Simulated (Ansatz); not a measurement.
# Run report: CH$_{3}$Cl$_{3}$NTa, geometry relaxation (part 2 of 2)

Continued. System: CH$_{3}$Cl$_{3}$NTa, SMILES C[N]=[Ta]([Cl])([Cl])[Cl]. Method: RKS PBE0-D4/def2-TZVP (Ansatz 0.2.0). The geometry: PBE-D4/def2-SVP start.

Geometry of the input (Å):
```
C  0.2690  -1.3130  0.9775
N  0.0508  -0.1892  0.1342
Ta -0.2287  1.2072  -0.9104
Cl -1.9363  0.5913  -2.3525
Cl 1.7753  1.5983  -2.0093
Cl -0.8320  2.9463  0.4990
H  -0.6563  -1.5803  1.5338
H  0.5800  -2.2025  0.3865
H  1.0667  -1.1043  1.7240
```

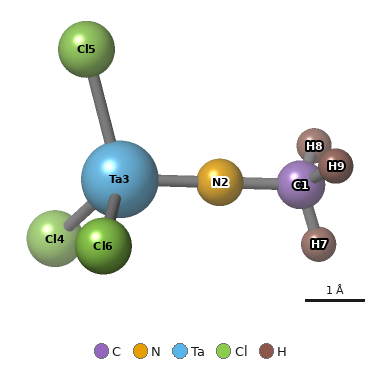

**Figure 1.** The geometry at step 15 of the log (ball-and-stick view, seen at a tilt; atoms are numbered from 1 in the order of the input).

**The program's output, continued**
```
relax step  32: F+E_penalty+E_count = -41689.15777878 eV  Δ(F+E_penalty+E_count) = -9.718e-4 eV  max|allowed force component| = 2.378e-3 eV/Å  Δτ_max = 0.0273 Å  (35 SCF iters, accepted)
1679 factors; their error is unknown
mean field evaluation 256: about -41688.8958 eV, gradient 2.3e-4 eV
mean field -41688.89581161 eV, -1532.0386633282 hartree, gradient 3.5e-5 eV, S^2 0.000000; 1 other end points of the search recorded, 0 dependent functions left out
the calculation of the forces begins
reference -41688.89584734 eV, -1532.0386646414 hartree; 40, 40 occupied and 191, 191 virtual orbitals, 1679 factors
Total energy: -41689.15781452 eV, -1532.0482917574 hartree
Atom 0 at     0.269575    -1.312976     0.977607 Å, force    -0.001132     0.000254    -0.000464 eV/Å
Atom 1 at     0.045979    -0.193153     0.139524 Å, force     0.001568     0.001236    -0.001176 eV/Å
Atom 2 at    -0.227275     1.186467    -0.893920 Å, force    -0.000069    -0.000695    -0.000481 eV/Å
Atom 3 at    -2.116235     0.731553    -2.117991 Å, force    -0.000376     0.001580     0.002378 eV/Å
Atom 4 at     1.632640     1.393350    -2.224651 Å, force    -0.000726    -0.000240    -0.000312 eV/Å
Atom 5 at    -0.507233     3.000593     0.485994 Å, force     0.000519    -0.000527    -0.001357 eV/Å
Atom 6 at    -0.599410    -1.978402     0.971079 Å, force     0.000514    -0.002253    -0.001874 eV/Å
Atom 7 at     1.140663    -1.881185     0.636516 Å, force     0.001865     0.000780     0.002175 eV/Å
Atom 8 at     0.449796    -0.992548     2.008542 Å, force    -0.002164    -0.000135     0.001111 eV/Å
Dipole moment:     0.062323    -0.312545     0.234143 e Å
```

**Trajectory as extended XYZ (Å, eV, eV/Å), 12 of the 32 frames kept, from step=1 to step=32**
```
9
Properties=species:S:1:pos:R:3:forces:R:3 step=1 energy=-41689.10271
C     0.2690   -1.3130    0.9775    0.0612  -0.3187   0.2393
N     0.0508   -0.1892    0.1342   -0.1337   0.6578  -0.4901
Ta   -0.2287    1.2072   -0.9104    0.1577  -0.7909   0.5910
Cl   -1.9363    0.5913   -2.3525    0.3099   0.1631   0.2340
Cl    1.7753    1.5983   -2.0093   -0.3855  -0.0291   0.1731
Cl   -0.8320    2.9463    0.4990    0.1035  -0.2780  -0.2991
H    -0.6563   -1.5803    1.5338    0.4415   0.1731  -0.3034
H     0.5800   -2.2025    0.3865   -0.1590   0.4779   0.2523
H     1.0667   -1.1043    1.7240   -0.3955  -0.0553  -0.3971
9
Properties=species:S:1:pos:R:3:forces:R:3 step=4 energy=-41689.14917
C     0.2696   -1.3151    0.9790    0.0060  -0.0189   0.0133
N     0.0504   -0.1953    0.1394   -0.0078   0.0176  -0.0116
Ta   -0.2253    1.1850   -0.8935    0.0027  -0.0062   0.0041
Cl   -1.9146    0.6108   -2.3391   -0.0003  -0.0003  -0.0002
Cl    1.7448    1.5983   -1.9988    0.0004  -0.0009   0.0005
Cl   -0.8246    2.9317    0.4714    0.0001   0.0003   0.0005
H    -0.6439   -1.5752    1.5225   -0.0013   0.0025  -0.0019
H     0.5776   -2.1850    0.3907    0.0001   0.0024  -0.0031
H     1.0546   -1.1015    1.7111    0.0002   0.0036  -0.0016
9
Properties=species:S:1:pos:R:3:forces:R:3 step=7 energy=-41689.14921
C     0.2699   -1.3149    0.9788    0.0025  -0.0157   0.0116
N     0.0460   -0.1950    0.1408   -0.0013   0.0133  -0.0107
Ta   -0.2273    1.1850   -0.8928    0.0013   0.0008  -0.0008
Cl   -1.9202    0.6144   -2.3358   -0.0001   0.0011   0.0016
Cl    1.7428    1.5886   -2.0016   -0.0009  -0.0001   0.0000
Cl   -0.8156    2.9359    0.4718   -0.0007  -0.0012  -0.0011
H    -0.6468   -1.5890    1.5102    0.0017   0.0003  -0.0015
H     0.5964   -2.1781    0.3904   -0.0004   0.0020   0.0017
H     1.0432   -1.0932    1.7208   -0.0021  -0.0006  -0.0008
9
Properties=species:S:1:pos:R:3:forces:R:3 step=9 energy=-41689.14924
C     0.2700   -1.3147    0.9786    0.0020  -0.0228   0.0171
N     0.0444   -0.1947    0.1411    0.0021   0.0143  -0.0129
Ta   -0.2275    1.1852   -0.8929   -0.0022  -0.0017   0.0027
Cl   -1.9269    0.6183   -2.3298    0.0007   0.0015   0.0010
Cl    1.7410    1.5809   -2.0072   -0.0009   0.0010  -0.0010
Cl   -0.8071    2.9386    0.4724    0.0005  -0.0007  -0.0019
H    -0.6510   -1.6022    1.4956    0.0073   0.0024  -0.0051
H     0.6160   -2.1718    0.3921   -0.0024   0.0080   0.0055
H     1.0296   -1.0859    1.7328   -0.0069  -0.0019  -0.0052
9
Properties=species:S:1:pos:R:3:forces:R:3 step=12 energy=-41689.14892 accepted=F
C     0.2702   -1.3160    0.9797    0.0028  -0.0370   0.0271
N     0.0435   -0.1939    0.1407    0.0159  -0.0652   0.0486
Ta   -0.2300    1.1860   -0.8931    0.0226  -0.0050  -0.0011
Cl   -1.9631    0.6372   -2.2956   -0.0105   0.0019   0.0003
Cl    1.7207    1.5489   -2.0490   -0.0030  -0.0026  -0.0001
Cl   -0.7479    2.9547    0.4765   -0.0077   0.0030   0.0027
H    -0.6766   -1.6784    1.4034    0.1309   0.0402  -0.0550
H     0.7314   -2.1356    0.4116   -0.0595   0.1065   0.0842
H     0.9404   -1.0492    1.8085   -0.0914  -0.0419  -0.1067
9
Properties=species:S:1:pos:R:3:forces:R:3 step=15 energy=-41689.14950 accepted=F
C     0.2703   -1.3157    0.9795    0.0016  -0.0027   0.0026
N     0.0457   -0.1953    0.1407   -0.0113   0.0090  -0.0078
Ta   -0.2296    1.1848   -0.8933    0.1044  -0.0015   0.0180
Cl   -1.9521    0.6344   -2.3037   -0.0395  -0.0146  -0.0271
Cl    1.7297    1.5589   -2.0374   -0.0471  -0.0076   0.0225
Cl   -0.7700    2.9485    0.4739   -0.0034   0.0019   0.0039
H    -0.6680   -1.6535    1.4318    0.0209   0.0048  -0.0109
H     0.6947   -2.1471    0.4068   -0.0077   0.0179   0.0154
H     0.9679   -1.0613    1.7844   -0.0179  -0.0071  -0.0166
9
Properties=species:S:1:pos:R:3:forces:R:3 step=18 energy=-41689.15034
C     0.2699   -1.3160    0.9798    0.0070  -0.0121   0.0116
N     0.0504   -0.1955    0.1399   -0.0060  -0.0026   0.0069
Ta   -0.2256    1.1847   -0.8929    0.0218   0.0097  -0.0091
Cl   -1.9757    0.6457   -2.2776   -0.0064  -0.0049  -0.0011
Cl    1.7163    1.5407   -2.0680   -0.0141  -0.0053   0.0102
Cl   -0.7358    2.9556    0.4773    0.0034  -0.0040   0.0016
H    -0.6806   -1.6980    1.3686    0.0440   0.0083  -0.0157
H     0.7646   -2.1214    0.4256   -0.0179   0.0287   0.0306
H     0.9049   -1.0420    1.8299   -0.0318  -0.0178  -0.0350
9
Properties=species:S:1:pos:R:3:forces:R:3 step=21 energy=-41689.15141
C     0.2704   -1.3153    0.9789   -0.0119  -0.0281   0.0269
N     0.0466   -0.1950    0.1418    0.0035   0.0363  -0.0360
Ta   -0.2265    1.1854   -0.8922   -0.0276  -0.0232   0.0161
Cl   -1.9983    0.6581   -2.2552    0.0019   0.0015   0.0072
Cl    1.7021    1.5152   -2.0910    0.0250   0.0004  -0.0125
Cl   -0.6975    2.9656    0.4795    0.0005   0.0018   0.0040
H    -0.6819   -1.7473    1.3053    0.0339   0.0033  -0.0061
H     0.8346   -2.0890    0.4471   -0.0096   0.0233   0.0169
H     0.8390   -1.0238    1.8683   -0.0157  -0.0155  -0.0166
9
Properties=species:S:1:pos:R:3:forces:R:3 step=24 energy=-41689.15389
C     0.2698   -1.3140    0.9783   -0.0006   0.0011  -0.0012
N     0.0464   -0.1938    0.1400   -0.0001   0.0015  -0.0015
Ta   -0.2273    1.1859   -0.8936    0.0029  -0.0049   0.0035
Cl   -2.0426    0.6828   -2.2068   -0.0022   0.0012   0.0019
Cl    1.6812    1.4709   -2.1383   -0.0005  -0.0004  -0.0022
Cl   -0.6309    2.9782    0.4841    0.0012   0.0006  -0.0004
H    -0.6708   -1.8332    1.1866    0.0007  -0.0026  -0.0036
H     0.9547   -2.0219    0.5011    0.0030   0.0031   0.0027
H     0.7079   -1.0011    1.9312   -0.0045   0.0004   0.0008
9
Properties=species:S:1:pos:R:3:forces:R:3 step=26 energy=-41689.15470
C     0.2696   -1.3145    0.9789    0.0144  -0.0165   0.0112
N     0.0491   -0.1944    0.1389   -0.0015  -0.0203   0.0234
Ta   -0.2257    1.1854   -0.8938    0.0028   0.0189  -0.0195
Cl   -2.0595    0.6941   -2.1860    0.0028  -0.0012   0.0045
Cl    1.6716    1.4567   -2.1600   -0.0102  -0.0039   0.0065
Cl   -0.6058    2.9828    0.4842    0.0046  -0.0046  -0.0003
H    -0.6641   -1.8658    1.1388    0.0484   0.0191  -0.0085
H     1.0000   -1.9955    0.5270   -0.0359   0.0295   0.0332
H     0.6533   -0.9950    1.9548   -0.0254  -0.0209  -0.0506
9
Properties=species:S:1:pos:R:3:forces:R:3 step=29 energy=-41689.15602
C     0.2708   -1.3164    0.9795   -0.0125  -0.0182   0.0178
N     0.0464   -0.1959    0.1426    0.0005   0.0049  -0.0027
Ta   -0.2280    1.1853   -0.8893   -0.0019   0.0215  -0.0323
Cl   -2.0802    0.7161   -2.1618   -0.0141  -0.0100   0.0091
Cl    1.6464    1.4294   -2.1911    0.0183  -0.0054   0.0006
Cl   -0.5607    2.9977    0.4809    0.0007  -0.0063   0.0136
H    -0.6382   -1.9220    1.0636    0.0286   0.0117  -0.0012
H     1.0686   -1.9480    0.5744   -0.0124   0.0181   0.0099
H     0.5633   -0.9928    1.9840   -0.0071  -0.0162  -0.0148
9
Properties=species:S:1:pos:R:3:forces:R:3 step=32 energy=-41689.15778
C     0.2696   -1.3130    0.9776   -0.0011   0.0003  -0.0005
N     0.0460   -0.1932    0.1395    0.0016   0.0012  -0.0012
Ta   -0.2273    1.1865   -0.8939   -0.0001  -0.0007  -0.0005
Cl   -2.1162    0.7316   -2.1180   -0.0004   0.0016   0.0024
Cl    1.6326    1.3934   -2.2247   -0.0007  -0.0002  -0.0003
Cl   -0.5072    3.0006    0.4860    0.0005  -0.0005  -0.0014
H    -0.5994   -1.9784    0.9711    0.0005  -0.0023  -0.0019
H     1.1407   -1.8812    0.6365    0.0019   0.0008   0.0022
H     0.4498   -0.9925    2.0085   -0.0022  -0.0001   0.0011
```

**Results in brief**

- outcome: converged
- total energy: −41689.1578 eV
- mean-field energy: −41688.8958 eV
- dispersion energy: −0.2620 eV
- SCF solution under orbital rotations: stable
- largest force (length of the vector) at the end: 0.003 eV/Å
- dipole moment: 1.90 D
- hardware: 4 threads of Arm Neoverse V2, 23 GiB of memory available, shared host
- wall time: 3.8 min (CPU time 14 min)
- peak memory: 0.82 GiB
